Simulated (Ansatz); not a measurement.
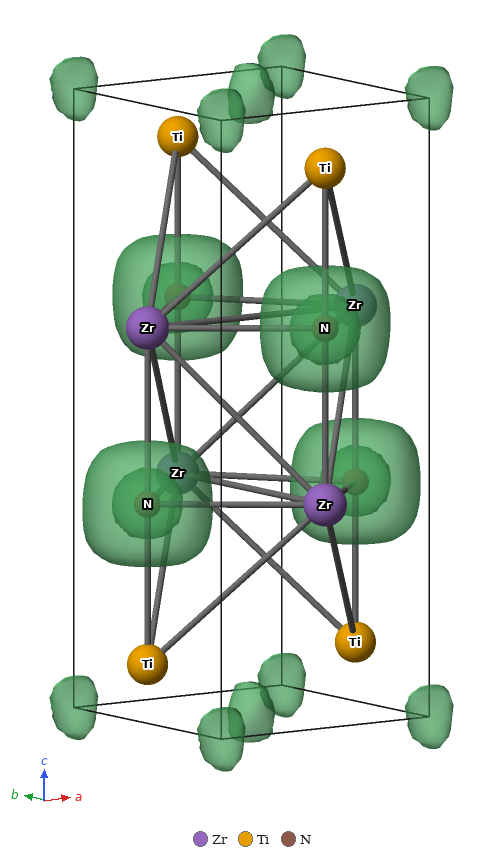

The picture shows: ZrTiN. Isosurface of the ELF at 0.7 (green), seen at an oblique angle. Core shells and regions of very low density are left out. Sticks mark near contacts.

Space group P4/nmm; a structure generated by program, which may or may not match a known phase; changed on purpose from its base cell (volume × 0.94, shape and atoms relaxed); computed pressure about 12 GPa in this cell; computed without spin polarisation.

These are results of Ansatz, DFT PBE, scalar-relativistic, plane waves, PAW, not measurements.

In a PAW calculation such maps are meaningful between the atoms, not at the nuclei.

Input

```
crystal:
  lattice:
    - [3.1896940943, 0.0, 0.0]
    - [0.0, 3.1896940943, 0.0]
    - [0.0, 0.0, 7.8696811074]
  atoms:
    - { symbol: Zr, position: [0.0, 0.5, 0.6372896298] }
    - { symbol: Zr, position: [0.5, 0.0, 0.3627103702] }
    - { symbol: Ti, position: [0.0, 0.5, 0.0968849611] }
    - { symbol: Ti, position: [0.5, 0.0, 0.9031150389] }
    - { symbol: "N", position: [0.0, 0.5, 0.3540243523] }
    - { symbol: "N", position: [0.5, 0.0, 0.6459756477] }
basis:
  ecutwfc: 420
kpoints:
  mp_grid: { grid: [12, 12, 6] }
hamiltonian:
  xc: pbe
scf:
  occupations: { method: gaussian, width: 0.1 }
output:
  forces: true
  stress: true
  eigenvalues: true
  write_density: true
  write_potential: true
  elf: true
  volumetric_format: npy
relax:
  adjacent_minimum: "off"
  f_tol: 0.01
  max_steps: 30
  cell: { stress_tol: 0.1, fix: [volume] }
```

Run with:

```sh
ansatz run input.yaml --threads 4 --pin off --max-ram 8192MiB --backend cpu --events-out ev --progress --plain --runs-dir out
```

Below, planes, directions and counts refer to the conventional cell (a = 3.19 Å, b = 3.19 Å, c = 7.85 Å, α = 90.00°, β = 90.00°, γ = 90.00°).

The fields are those of the run's last geometry, not of the input's.

### Identify the bonds, lone pairs and shells in this picture.

The surface consists of two regions wrapped around N (the valence shell of each) and two pockets between the atoms, centred on no nucleus (multi-centre or interstitial), counted in one cell of 6 atoms. Regions shared between cells count once. Profiles from the grid: Ti–N (2.03 Å): the ELF peaks at about 0.80 in the valence shell of N, 0.6 Å from its nucleus, and is about 0.20 at the midpoint: no localised pair shows between them. Zr–N (2.24 Å): the ELF peaks at about 0.80 in the valence shell of N, 0.6 Å from its nucleus, and drops to about 0.15 between the two atoms (no shared electron pair shows on this line).
